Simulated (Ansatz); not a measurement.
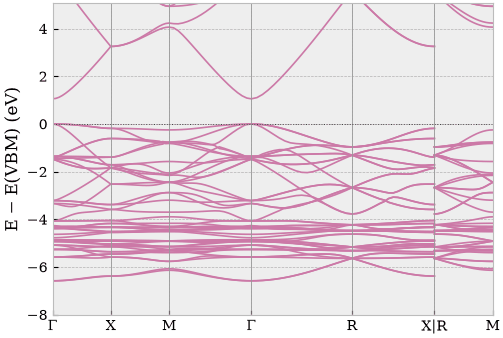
Figure. Band structure from PBE (plane waves, PAW; program Ansatz)

Read off the gap and where the band edges lie.

About 1.1 eV (1.05 eV by a search for the band edges); maximum at Γ, minimum at Γ.

The material is ZnO in space group Pm-3n (No. 223; Zn on 6c, O on 6d).

The start of the workflow was typed in or built on a structure type; neither database checked (COD, Materials Project) lists it. It is not the phase usual at ambient conditions (space group No. 186). Symmetry was held in the PBE relaxation; whether a distortion lowers the energy is not shown.

Potentials: the later of the program's two PAW sets.
